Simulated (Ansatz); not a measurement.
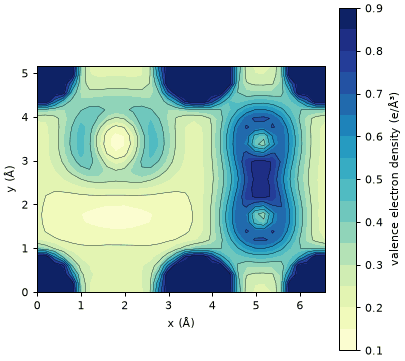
Fig. 1. Valence electron density (e/Å³), cut off at 0.9 on a lattice plane, r²SCAN (plane waves, PAW; program Ansatz)

Problem. Which compound is it?
A) V, diamond
B) V2SiB2, P-6m2 (V on 2h, Si on 1a, B on 1b, B on 1f)
C) Si, P4_32_12 (Si on 4a, Si on 8b)
D) BP, Pm-3n (B on 6d, P on 6c)

Solution. B, V2SiB2, P-6m2 (V on 2h, Si on 1a, B on 1b, B on 1f). Atoms in the plane, in fractions of its two edges: V at (0.00, 0.00), V at (0.56, 0.00), Si at (0.28, 0.67), B at (0.78, 0.67), B at (0.78, 0.33).

The density is the valence pseudo-density with augmentation charge, so density and ELF within about 1 Å of a nucleus are not all-electron values.

The start of the workflow was typed in or built on a structure type; neither database checked (COD, Materials Project) lists it. Its standing as an ambient phase is unchecked. The cell was relaxed with r²SCAN under the symmetry of its start; its stability against distortions is not shown here. The workflow began spin-polarised and lost its moments.

Potentials: the earlier of the program's two PAW sets.
